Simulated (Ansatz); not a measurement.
**A computed series for Hf: pressure series**

Start from Hf in the hcp (Mg type) structure (space group P6_3/mmc, No. 194).

```
Hf
1.0
    3.19791     0.00000     0.00000
   -1.59896     2.76947     0.00000
    0.00000     0.00000     5.04735
Hf
2
Direct
  0.33333   0.66667   0.75000
  0.66667   0.33333   0.25000
```

Cell and atoms are relaxed at each pressure.

Level of theory: r2SCAN/PAW in Ansatz (a program for electronic structure), without spin-orbit coupling.

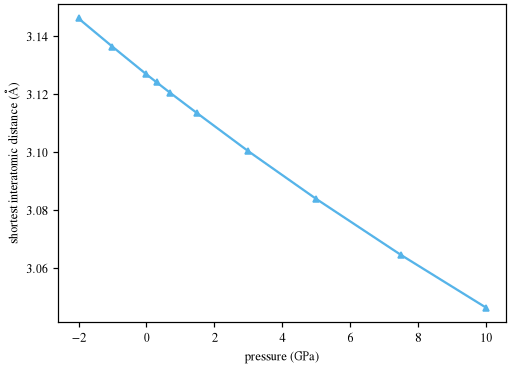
Figure. Shortest interatomic distance against pressure

| pressure (GPa) | shortest interatomic distance |
|---|---|
| -2 | 314.6 pm |
| -1 | 313.6 pm |
| 0.3 | 312.4 pm |
| 0.7 | 312.1 pm |
| 1.5 | 311.3 pm |
| 3 | 310.0 pm |
| 5 | 308.4 pm |
| 7.5 | 306.5 pm |
| 10 | 304.7 pm |

Load acts through the strain it causes; cell and atoms are relaxed under it. Whether these cells are dynamically stable was not tested. No other phases were tried under pressure. The final runs are not spin-polarised.
